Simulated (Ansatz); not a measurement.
**AlFH₂O₂···CH₄O: density, localisation and related maps**

```xyz
12

Al   -0.2330    1.5020   -0.7156
O     1.2065   -0.9781    0.5966
C     0.1230   -1.7762    1.0590
O    -1.8048    0.8737   -0.5034
O     0.4203    1.8830   -2.2430
H     1.2210   -0.1664    1.1376
F     0.6051    1.8865    0.7587
H     0.2023   -2.0184    2.1452
H    -0.8739   -1.3118    0.8711
H     0.1622   -2.7346    0.5025
H    -2.3672    0.6601   -1.2634
H     1.3384    2.1801   -2.3455
```

Not at a stationary point (largest force 1.5 eV/Å).

Method: RKS PBE-D4/def2-SVP in Ansatz 0.2.0.

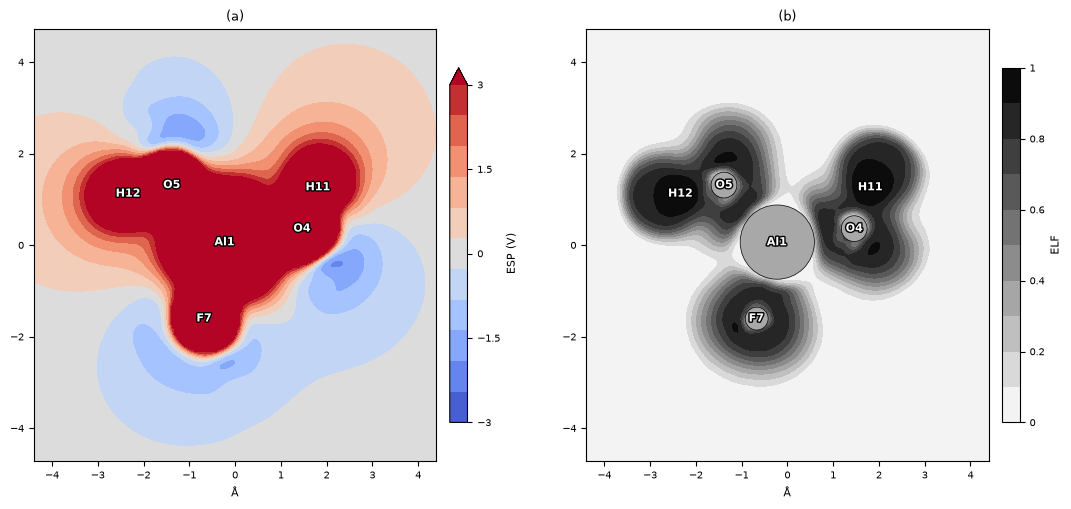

Figure 1. (a) electrostatic potential; (b) ELF on the plane of atoms O4, Al1 and O5. Grey discs cover the atomic cores in the ELF map.

Question: What does the map show?

Answer: The section cuts through Al, O, F and H sites.
Al–O (1.70 Å): the ELF peaks at about 0.85 in the valence shell of O, 0.6 Å from its nucleus, and is about 0.35 at the midpoint.
Al–F (1.74 Å): the ELF peaks at about 0.85 in the valence shell of F, 0.6 Å from its nucleus, and is about 0.35 at the midpoint.
O–H (0.97 Å): the ELF climbs to about 1 towards the hydrogen, as it does in any bond to H; a covalent bond by its length.
The ELF also peaks beside F7, O4 and O5, away from the bonds: lone-pair regions.
Outside the dense part of the complex the potential is most negative (−2.0 V) near O4.

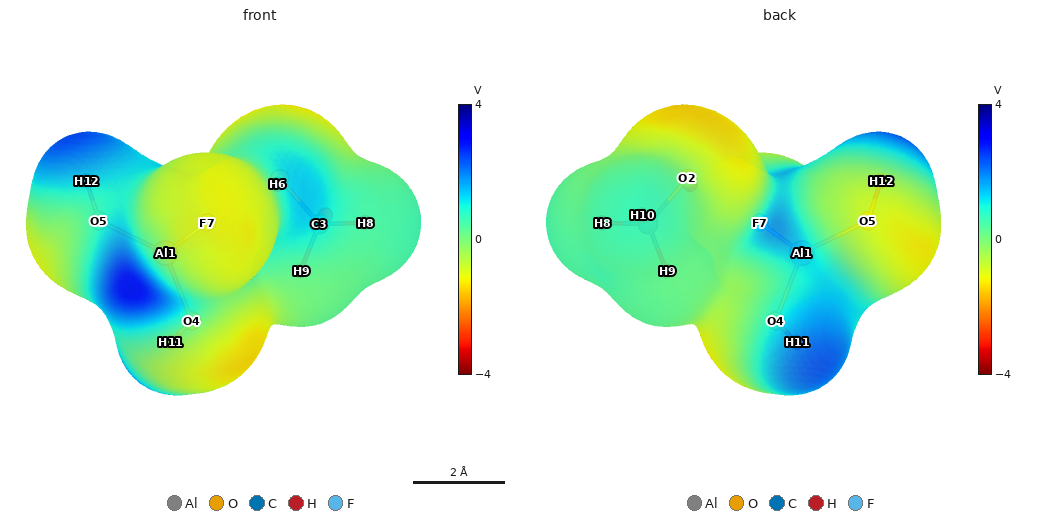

Figure 2. The electrostatic potential painted on the density surface at 0.002 e/bohr³, seen from the front and from behind; the colour scale runs from red (negative) to blue (positive).

Question: Describe the electrostatic potential map.

Answer: The most negative region (about −1.5 V) lies over O2, the most positive (about +2.9 V) over Al1. O2 is the likeliest acceptor of a hydrogen bond.

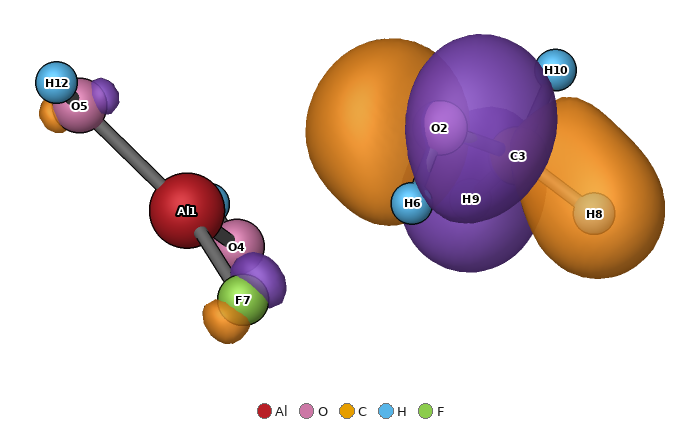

Figure 3. The HOMO at ±0.1 Å⁻³ᐟ² (orange and purple are the two phases), seen from one side.

Question: What is the character of this orbital?

Answer: It lies mainly on O2 (about 65 %), C3 (about 15 %) and H9 (about 10 %). Its energy is −6.16 eV.
